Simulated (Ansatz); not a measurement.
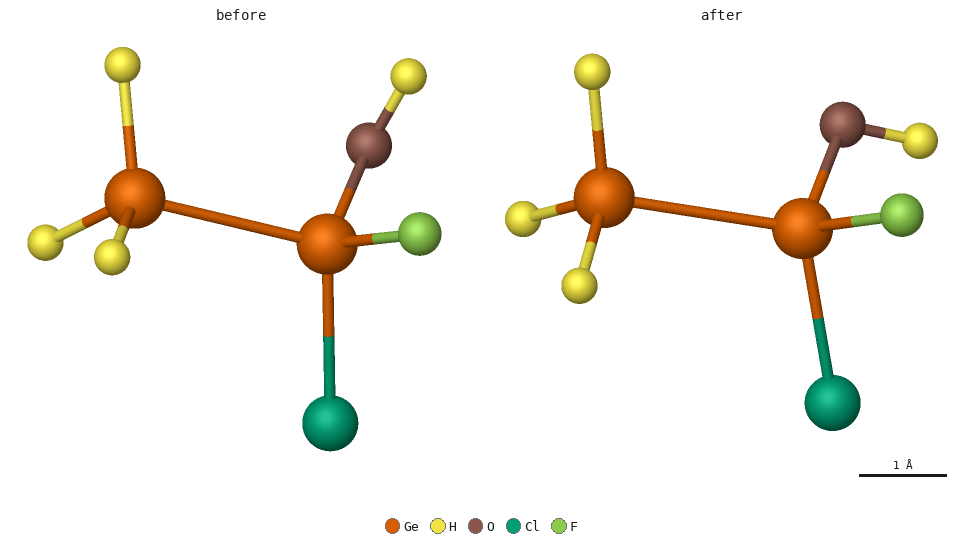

The structure of Ge2H4OClF before (left) and after (right) a relaxation, at one scale.

Style: ball-and-stick. Shown at a tilt.

The run prepares the start of a later molecular dynamics calculation, from a guessed geometry.

Method: Ansatz, RKS PBE/def2-SVP.

Input
```yaml
crystal:
  periodic: [false, false, false]
  atoms:
    - { symbol: Ge, position_ang: [0.0, 0.0, 0.0] }
    - { symbol: Ge, position_ang: [0.0, 0.0, 2.4] }
    - { symbol: H, position_ang: [-1.3958, -0.4318, 2.9174] }
    - { symbol: H, position_ang: [1.0719, -0.9929, 2.9174] }
    - { symbol: H, position_ang: [0.324, 1.4247, 2.9174] }
    - { symbol: O, position_ang: [1.6691, 0.0, -0.5894] }
    - { symbol: H, position_ang: [1.9855, -0.9521, -0.7061] }
    - { symbol: Cl, position_ang: [-1.0456, 1.8115, -0.7393] }
    - { symbol: F, position_ang: [-0.7913, -1.3709, -0.5594] }
basis:
  gaussian: { orbitals: def2-SVP }
hamiltonian:
  xc: pbe
relax:
  f_tol: 0.02
  max_steps: 40
```

Launched with:
```bash
ansatz run input.yaml --threads 2 --pin off --max-ram 3072MiB --backend cpu --events-out ev --progress --plain --runs-dir out
```

### What changed between the two?

The largest move after the best rigid fit is that of H7, 1.06 Å. Largest moves by element: H 1.06 Å, Cl 0.36 Å, O 0.28 Å, F 0.25 Å, Ge 0.21 Å. Some distances before and after: Ge1–F9 1.679 → 1.762 Å, Ge1–Cl8 2.218 → 2.182 Å, O6–H7 1.010 → 0.977 Å, Ge1–Ge2 2.400 → 2.431 Å. Bond angles that change, for instance: Cl8–Ge1–F9 109.5° → 104.1°, Ge2–Ge1–Cl8 109.5° → 113.1°, O6–Ge1–F9 109.5° → 107.2°. Groups turn about Ge1–O6 by about 95°. Over 18 accepted moves (21 points after the start) the energy falls by 0.286 eV. Largest force component: 2.6 eV/Å at the start, 0.0055 eV/Å at the end. The line search rejected the trial steps at points 10, 13, 20 of the run.
